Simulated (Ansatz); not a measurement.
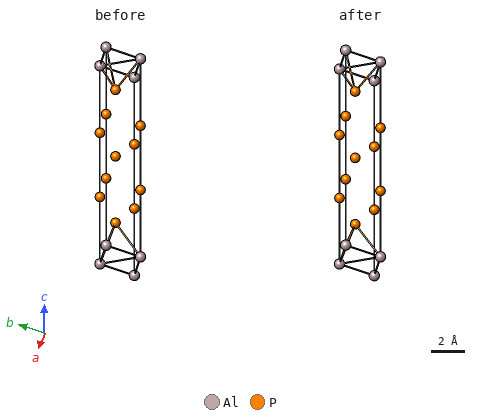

The structure of solid AlP5 (a generated structure, set up in P-6m2) (coarse preliminary run) before (left) and after (right) a relaxation, at one scale.

Style: ball-and-stick. Shown: the cell of the calculation, from a free direction.

Theory: DFT PBE, scalar-relativistic, plane waves, PAW in Ansatz 0.2.0.

Input file:
```yaml
crystal:
  lattice:
    - [2.7286101069, 0.0, 0.0]
    - [-1.3643050534, 2.3630456696, 0.0]
    - [0.0, 0.0, 13.6866963153]
  atoms:
    - { symbol: Al, position: [0.0, 0.0, 0.0] }
    - { symbol: P, position: [0.3333333333, 0.6666666667, 0.835527174] }
    - { symbol: P, position: [0.0, 0.0, 0.6621286438] }
    - { symbol: P, position: [0.3333333333, 0.6666666667, 0.5] }
    - { symbol: P, position: [0.0, 0.0, 0.3378713562] }
    - { symbol: P, position: [0.3333333333, 0.6666666667, 0.164472826] }
basis:
  ecutwfc: 420
kpoints:
  mp_grid: { grid: [6, 6, 2] }
hamiltonian:
  xc: pbe
scf:
  occupations: { method: gaussian, width: 0.1 }
  lower_state_search: "off"
output:
  forces: true
  stress: true
  eigenvalues: true
relax:
  adjacent_minimum: "off"
  f_tol: 0.04
  max_steps: 70
  cell: { stress_tol: 0.4 }
```

Launched with:
```bash
ansatz run input.yaml --threads 1 --pin off --max-ram 2560MiB --backend cpu --events-out ev --progress --plain --runs-dir out
```

Q: What changed between the two?

A: The largest moves relative to the cell, 0.066 Å, are those of P2 and P6. P2 goes along +c. Al stays in place. The volume changes by +0.5 %, with a = b 2.729 → 2.758 Å (+1.1 %), c 13.687 → 13.470 Å (−1.6 %). Near-neighbour distances that change, for instance: Al1–P2 2.748 → 2.675 Å, Al1–Al1 2.729 → 2.758 Å. Bond angles that change, for instance: Al1–P2–Al1 59.5° → 62.1°. The space group stays P-6m2 (No. 187). The energy falls by 5.5 meV per atom in 6 accepted moves (9 points after the start). Largest force component: 0.021 eV/Å at the start, 0.022 eV/Å at the end. Pressure: 0.49 GPa at the start and 0.06 GPa at the end. The line search rejected the trial steps at points 2, 3 of the run. At 1 point the geometry stayed and the basis and grid were re-selected for the new cell (energy shift of less than 0.05 meV per atom at most each time). Cost: 69 s on 1 thread of Intel(R) Xeon(R) Processor @ 2.50GHz (Skylake/Cascade Lake) (shared host), peak memory 0.34 GiB.

Limits of the set-up: the k-point mesh is coarse for a cell with partly filled bands.
